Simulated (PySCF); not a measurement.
```xyz
11

Cl    5.5845    0.3008    2.4618
Si    3.9089   -0.1724    1.3773
O     2.5704   -0.1947    2.3648
C     1.6038    0.7254    1.8848
C     2.3312    1.7382    0.9869
O     3.4105    1.0542    0.3701
H     4.1892   -1.4204    0.6442
H     1.1133    1.2204    2.7372
H     0.8312    0.1792    1.3145
H     2.7187    2.5849    1.5821
H     1.6661    2.1437    0.2094
```

Geometry: PBE0-D3(BJ)/def2-SVP.

These are results of PySCF, PBE0/pcSseg-1, SCF density, gas phase, non-relativistic, not measurements.

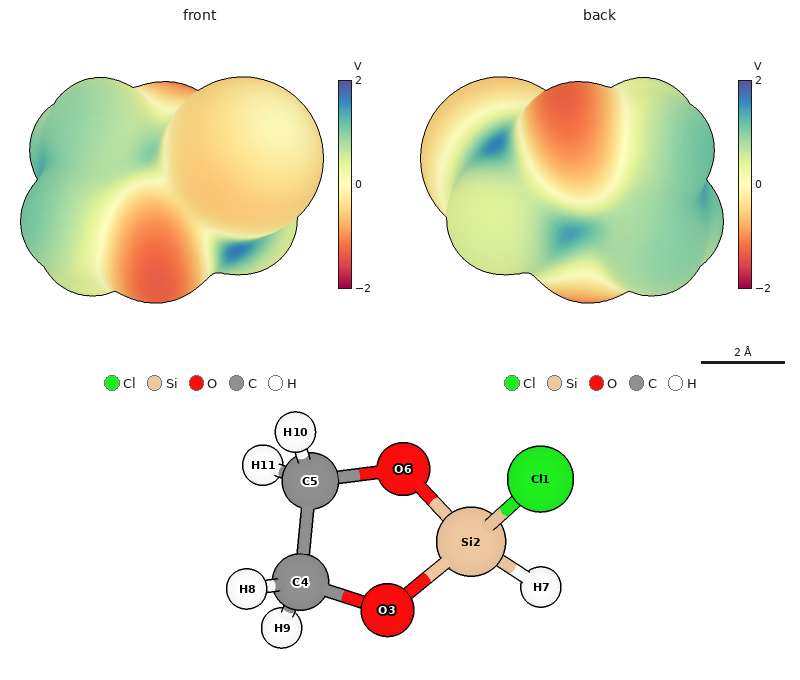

C₂H₅ClO₂Si (SMILES Cl[SiH]1OCCO1). The electrostatic potential painted on the density surface at 0.002 e/bohr³, seen from the front and from behind; the colour scale runs from red (negative) to blue (positive). The bare structure is drawn below in the same view.

> Where is the surface potential most negative and most positive?

The most negative region (about −1.3 V) lies over O3 and O6, the most positive (about +1.5 V) over Si2.

> How polar is the molecule by this calculation?

Its dipole moment is 2.42 D.
